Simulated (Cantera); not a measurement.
Input: 1 mol Si₃N₄, 0.021 mol C, 0.26 mol H₂, at 1 atm.

Method: chemical equilibrium by Gibbs-energy minimisation in Cantera with the NASA 1993 tables (ideal gas, pure condensed phases). Candidate condensed phases: C, C₆H₆, C₇H₈, C₈H₁₈, Si, SiC, Si₃N₄; 125 gas species. Ions and electrons are included (thermal ionisation). Mutual solubility and eutectic melting of coexisting phases are not modelled. The tables' values for SiN are old estimates; treat these amounts as uncertain. Gases not in the tables: Si₂H₆ and higher silanes. Kinetics and transport are ignored.

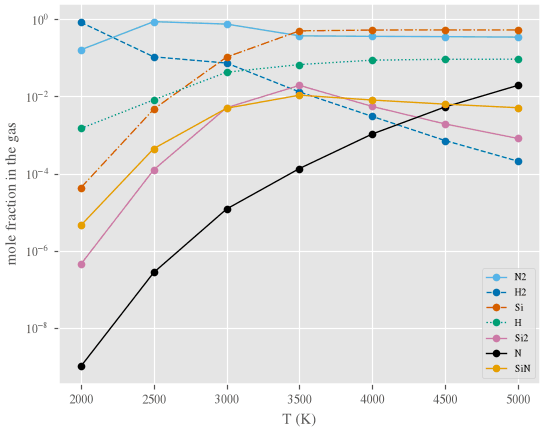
Figure. Equilibrium gas composition (values under 1e-9 drawn at 1e-9)

At 2000 K the condensed part is Si(l) + SiC(s) + Si₃N₄(s). At 2500 K the condensed part is Si(l) + SiC(s). At 3000 K the condensed part is Si(l). From 3500 K to 5000 K nothing is condensed. The main Si-bearing gas is SiH₂ at 2000 K and Si at 5000 K.
